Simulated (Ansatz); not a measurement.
C$_{2}$H$_{4}$GaN (SMILES [GaH2][C]1=NC1)

```xyz
8

Ga   -0.8418    1.5315   -0.1976
C     0.3422    0.0355    0.2080
N     1.4073   -0.3380    0.7617
C     0.6143   -1.4095    0.0875
H    -0.6265    2.2815   -1.5487
H    -2.0047    1.8272    0.7995
H     1.0151   -1.8120   -0.8386
H     0.0940   -2.1160    0.7283
```

Geometry: PBE0-D4/def2-TZVP.

Theory: RKS PBE0-D4/def2-TZVPP in Ansatz.

What can the converged electron density and electron localisation function tell about the bonding?

C–N (1.26 Å): ρ is about 2.9 e/Å³ halfway; the ELF peaks at about 0.85 between the atoms; a short, multiple covalent bond.
C–C (1.48 Å): ρ at the midpoint is about 1.7 e/Å³; the ELF peaks at about 0.85 between the atoms (a covalent bond).
C–Ga (1.95 Å): ρ at the midpoint is about 0.79 e/Å³; the ELF peaks at about 0.95 in the valence shell of C, 0.7 Å from its nucleus, and is about 0.50 at the midpoint.

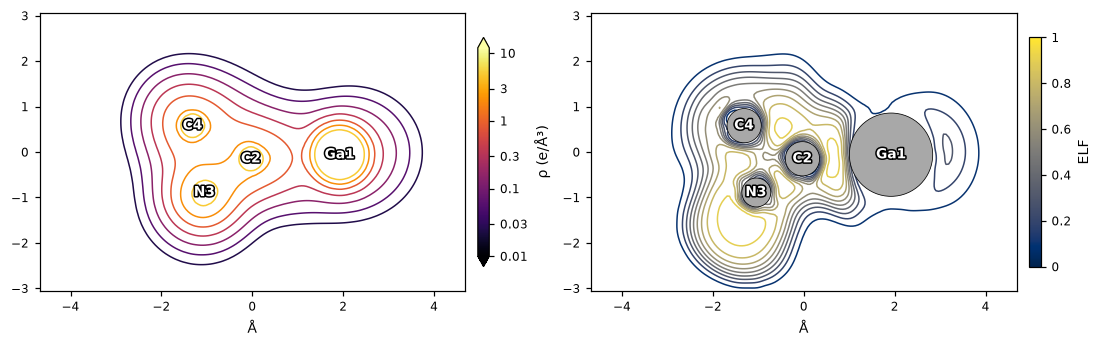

Computed electron density and electron localisation function on the plane of atoms C2, N3 and C4, in this order. Grey discs cover the atomic cores in the ELF map. 
